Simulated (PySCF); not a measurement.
# C$_{2}$H$_{10}$AsGaO (SMILES CO[CH2][GaH2-][AsH3+]): what the fields show

```xyz
15

C     1.5055    1.1972    0.7636
O     0.6693    0.1520    0.3274
C     1.0748   -0.4594   -0.9180
Ga   -0.2977   -1.9071   -0.5473
As   -2.1753    0.0474    0.0266
H     2.5349    0.8437    0.8913
H     1.1191    1.5416    1.7225
H     1.4999    2.0278    0.0470
H     2.1453   -0.7102   -0.8638
H     0.9491    0.2566   -1.7451
H    -1.0935   -2.7469   -1.6147
H    -0.2595   -2.4880    0.8975
H    -2.0921    0.5093    1.4367
H    -1.9242    1.4337   -0.4622
H    -3.6599    0.3106    0.0165
```

Geometry: GFN2-xTB.

Computed with PySCF 2.14.0, B3LYP/def2-SVPD, SCF density, gas phase.

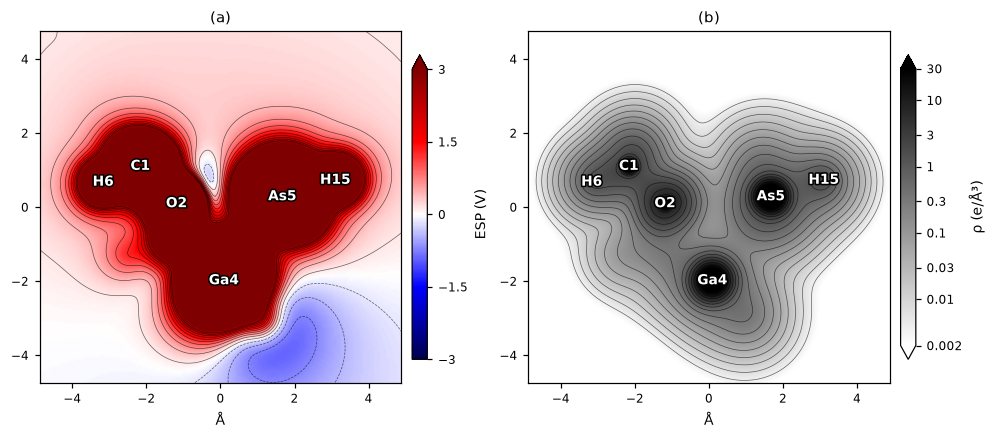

Figure 1. (a) electrostatic potential; (b) electron density on the plane of atoms Ga4, As5 and H15.

> Describe what can be read from this map.

- Atoms in the plane: C, O, Ga, As and H.
- C–O (1.41 Å): ρ is about 2.1 e/Å³ halfway, with its minimum of 1.8 e/Å³ about 0.5 Å from C.
- Ga–As (2.77 Å): ρ at the midpoint is about 0.26 e/Å³, with its minimum of 0.22 e/Å³ about 1.2 Å from Ga.
- C–H (1.10 Å): ρ is about 2 e/Å³ halfway.
- As–H (1.51 Å): the density is about 1.2 e/Å³ at the midpoint.
- Outside the dense part of the molecule the potential is most negative (−0.9 V) near H11, which lies off the plane.

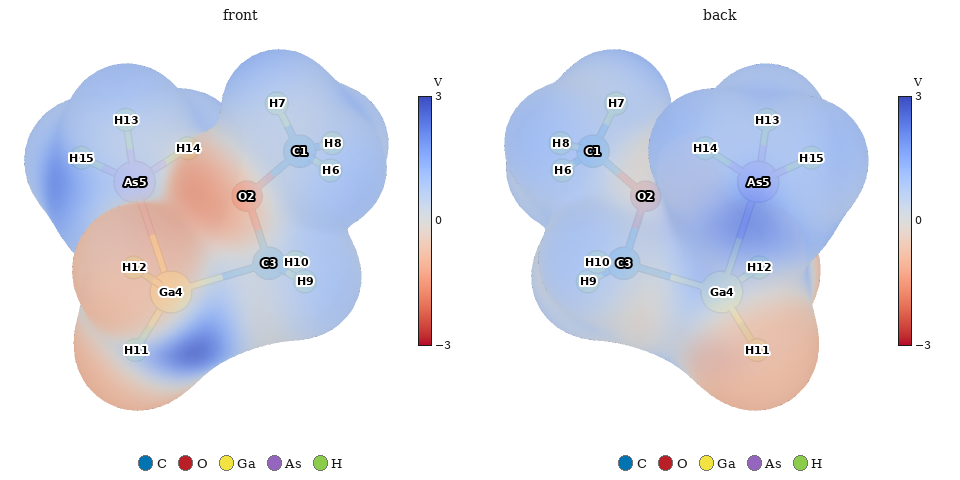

Figure 2. The molecular electrostatic potential painted on the density surface at 0.004 e/bohr³, seen from the front and from behind; red is negative and blue positive.

> Where is the surface potential most negative and most positive?

The most negative region (about −1.3 V, or −30 kcal/mol for a unit charge) lies over O2, the most positive (about +2.1 V, or +48 kcal/mol for a unit charge) over Ga4. O2 is the likeliest acceptor of a hydrogen bond.
